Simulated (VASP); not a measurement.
Data:

```
CELL_PARAMETERS angstrom
      3.44380     0.00000     0.00000
     -1.72190     2.98241     0.00000
      0.00000     0.00000    16.91385
ATOMIC_POSITIONS crystal
  Be 0.00000 0.00000 0.99991
  Be 0.00000 0.00000 0.49991
  Be 0.66667 0.33333 0.83289
  Be 0.33333 0.66667 0.33289
  Be 0.66667 0.33333 0.16649
  Be 0.33333 0.66667 0.66649
  S  0.00000 0.00000 0.87457
  S  0.00000 0.00000 0.37457
  S  0.66667 0.33333 0.70810
  S  0.33333 0.66667 0.20810
  S  0.66667 0.33333 0.04174
  S  0.33333 0.66667 0.54174
```

Level of theory: r2SCAN meta-GGA, VASP's PBE PAW potentials (set 64) (plane waves; VASP). Numerical set-up: 400 eV cut-off, 8×8×2 Γ-centred mesh, tetrahedra with Blöchl corrections, potentials Be S.

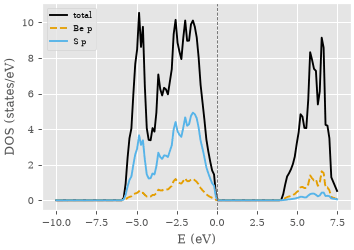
Figure. Total and projected density of states, zero at the valence-band maximum

Within 2 eV below the valence-band maximum the largest weight inside VASP's projection spheres is S p, then Be p.

The gap is indirect, 4.00 eV, from the valence maximum at Γ to the conduction minimum at M.

The structure was generated: BeS was put into the 6H type (P6_3mc), which need not be its known phase. It was relaxed first.
